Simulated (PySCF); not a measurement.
C$_{7}$H$_{11}$FO$_{2}$S

```xyz
22

C     3.8083    0.0429    0.7429
C     3.0078    0.6038   -0.1337
S     1.5239   -0.2672   -0.6547
O     1.5495   -1.6030   -0.1314
O     1.3626   -0.1009   -2.0749
C     0.1416    0.6728    0.1656
F     0.6813    1.1972    1.3122
C    -0.9942   -0.2733    0.4435
C    -1.6025   -0.8716   -0.8379
C    -2.9279   -0.1463   -0.5487
C    -2.3496    0.3852    0.7720
H     3.5602   -0.9308    1.1330
H     4.7155    0.5080    1.0928
H     3.1433    1.5589   -0.6077
H    -0.1209    1.5041   -0.4926
H    -0.6473   -1.0094    1.1697
H    -1.6690   -1.9557   -0.8169
H    -1.0948   -0.5736   -1.7518
H    -3.7887   -0.8006   -0.4353
H    -3.1735    0.6300   -1.2696
H    -2.3135    1.4692    0.8592
H    -2.8225   -0.0203    1.6627
```

Geometry: GFN2-xTB.

Level of theory: PBE0/pcSseg-1, SCF density, gas phase, non-relativistic in PySCF.

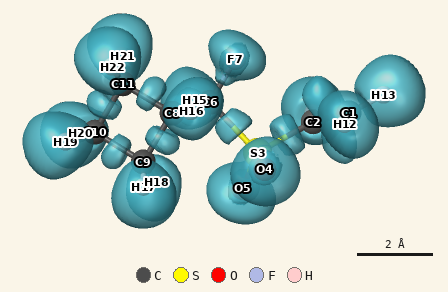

Figure 1. Isosurface of the electron localisation function at 0.75 (cyan), seen at a tilt. Only the valence region is drawn (cores and ρ < 0.01 e/Å³ removed).

> What do the ELF domains correspond to?

The ELF exceeds this value in six regions between bonded C–C atoms (shared pairs), two regions between bonded C–S atoms (shared pairs), eleven regions around hydrogen nuclei, one region on F in which the atom's valence shell and bonds are merged and two regions on O in which the atom's valence shell and bonds are merged.


C–C (1.31 Å): the ELF peaks at about 0.90 between the atoms; a multiple bond. C–F (1.37 Å): the ELF peaks at about 0.85 between the atoms (a shared but strongly polarised pair).

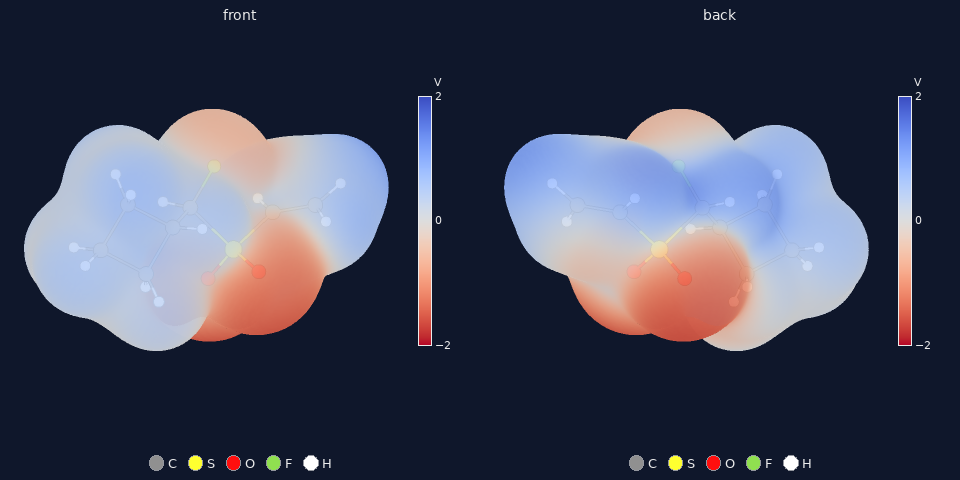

Figure 2. The molecular electrostatic potential painted on the density surface at 0.001 e/bohr³, seen from the front and from behind; red is negative and blue positive.

> Where is the surface potential most negative and most positive?

The most negative region (about −1.6 V, or −37 kcal/mol for a unit charge) lies over O5, the most positive (about +1.1 V, or +25 kcal/mol for a unit charge) over the C, H and S atoms. O5 is the likeliest acceptor of a hydrogen bond.

> How polar is the molecule by this calculation?

Its dipole moment is 2.94 D.

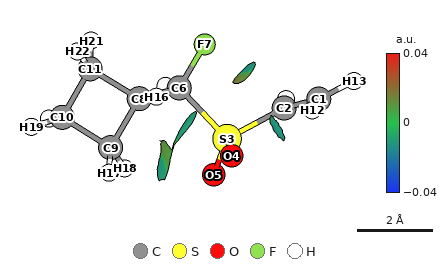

Figure 3. Non-covalent interaction (NCI) plot: the surface where the reduced density gradient is 0.5, for densities under 0.05 a.u., coloured by sign(λ₂)ρ; seen at an oblique angle.

> Which non-covalent interactions does the plot reveal?

- Between C8 and H16 on one side and O4 and S3 on the other: a weak contact, attractive (blue-green) on one side and crowded (olive to red) on the other
- Between C2 and S3 on one side and F7 and C6 on the other: a weak contact, attractive (blue-green) on one side and crowded (olive to red) on the other
- Between H12 and C1 on one side and O4 and S3 on the other: a weak contact, attractive (blue-green) on one side and crowded (olive to red) on the other
- Near H18, O5 and C9: mostly steric crowding (olive to red)
